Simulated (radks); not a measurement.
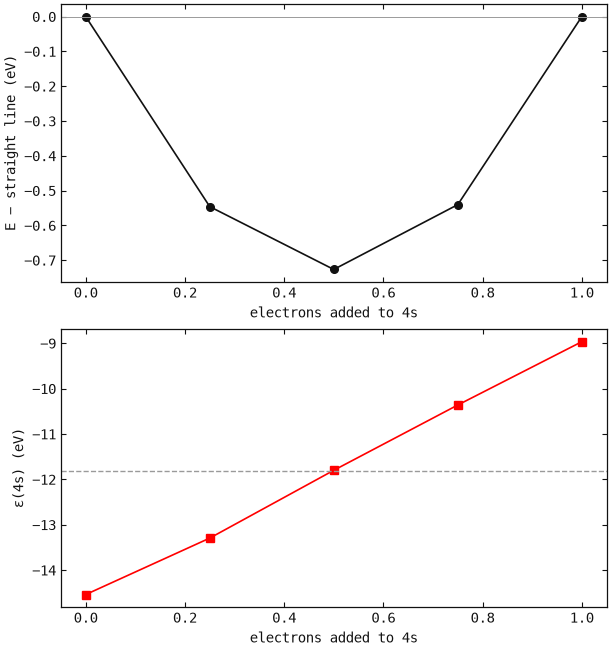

The occupation of the 4s shell is varied from Ca²⁺ ([Ar]) to Ca⁺ ([Ar] 4s1), with spherical fractional occupations. The plot shows the total energy less the straight line between the end points, and the eigenvalue of 4s (the dashed line is minus the energy to take the whole electron out). The values are computed.

Question: Was this Hartree-Fock or a semilocal functional, and how does the plot tell?

Answer: It was a semilocal functional (LDA, GGA or meta-GGA): Dirac Kohn-Sham, PBE, spin-unpolarised, spherical densities, point nucleus, computed with the in-house radial solver radks. The curve is convex (below the straight line), with the largest deviation among the points computed, −0.73 eV, at 0.5. The end points differ by 11.8 eV, the energy to take the electron out. The eigenvalue, which is the slope of the energy (Janak's theorem), moves from −14.5 eV at 0 to −8.97 eV at 1; for a straight line it would stay constant, and a parabola would sag by an eighth of this change, scaled to a whole electron, 0.70 eV. Convexity is the delocalisation error: fractional charges are too low in energy. For an s shell Hartree-Fock would as a rule bend the other way.
